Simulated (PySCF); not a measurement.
Ionisation energy of La⁺ ([Xe] 5d² → [Xe] 5d). PySCF, cc-pVTZ-X2C, spin-free X2C-1e, unrestricted single determinants, no spin-orbit coupling. Methods marked “subvalence” freeze 28 core electrons.

The results, method by method:

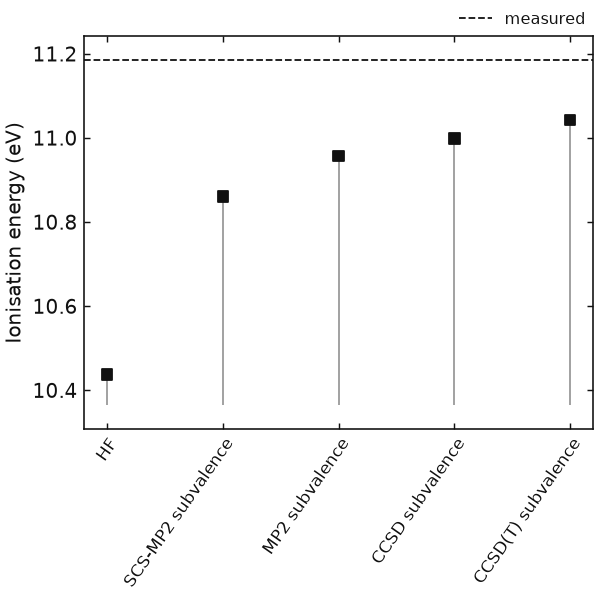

| Method | Ionisation energy (eV) |
| --- | --- |
| HF | 10.437 |
| MP2 subvalence | 10.957 |
| SCS-MP2 subvalence | 10.861 |
| CCSD subvalence | 10.998 |
| CCSD(T) subvalence | 11.043 |

The values run from 10.437 eV (HF) to 11.043 eV (CCSD(T) subvalence). The measured value is 11.185 eV; nearest to it come CCSD(T) subvalence (−0.142) and CCSD subvalence (−0.187), furthest HF (−0.748 eV). These values lack spin-orbit coupling; with the first-order correction of +0.012 eV added, CCSD(T) subvalence comes nearest (−0.131).
